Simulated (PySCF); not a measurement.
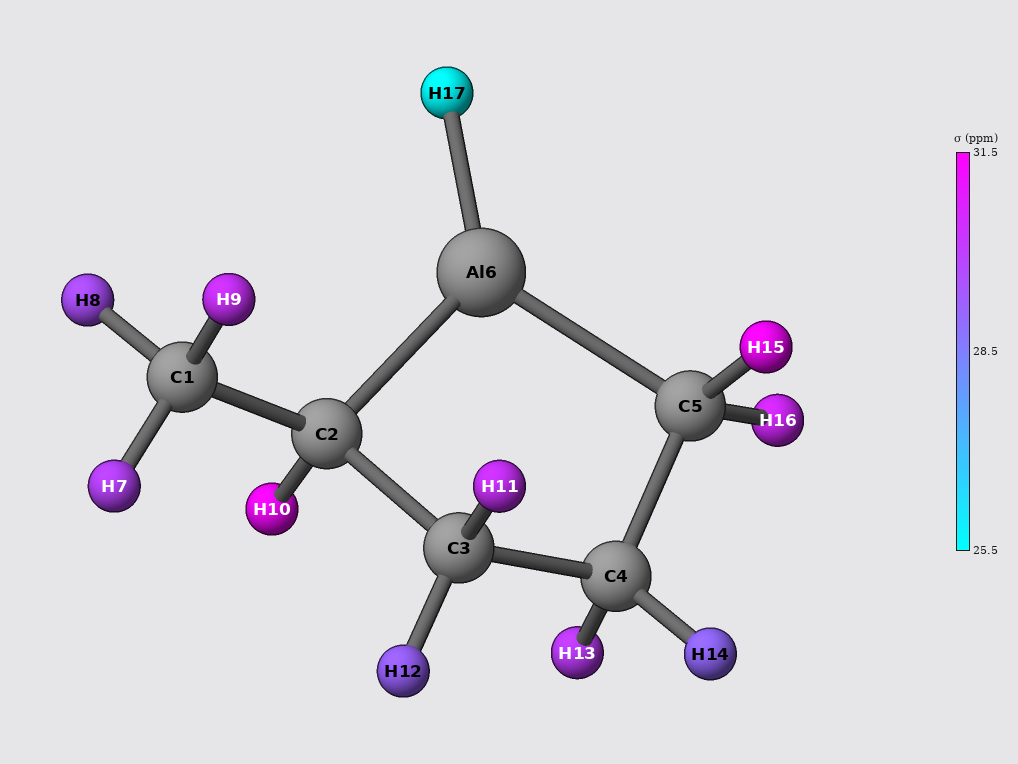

Atoms are coloured by their isotropic NMR shieldings (H only, the others grey). Computed geometry: PBE0-D3(BJ)/def2-SVP optimisation. No frequency run is at hand to confirm it as a minimum. Method: GIAO PBE0/pcSseg-1 NMR shielding, non-relativistic, gas phase (PySCF 2.14.0).

Give the isotropic NMR shieldings of the H atoms atom by atom.

```json
{"atom": "H7", "σ (ppm)": "29.89"}
{"atom": "H8", "σ (ppm)": "29.62"}
{"atom": "H9", "σ (ppm)": "30.33"}
{"atom": "H10", "σ (ppm)": "31.31"}
{"atom": "H11", "σ (ppm)": "30.31"}
{"atom": "H12", "σ (ppm)": "29.16"}
{"atom": "H13", "σ (ppm)": "30.05"}
{"atom": "H14", "σ (ppm)": "29.00"}
{"atom": "H15", "σ (ppm)": "31.32"}
{"atom": "H16", "σ (ppm)": "30.53"}
{"atom": "H17", "σ (ppm)": "25.53"}
```
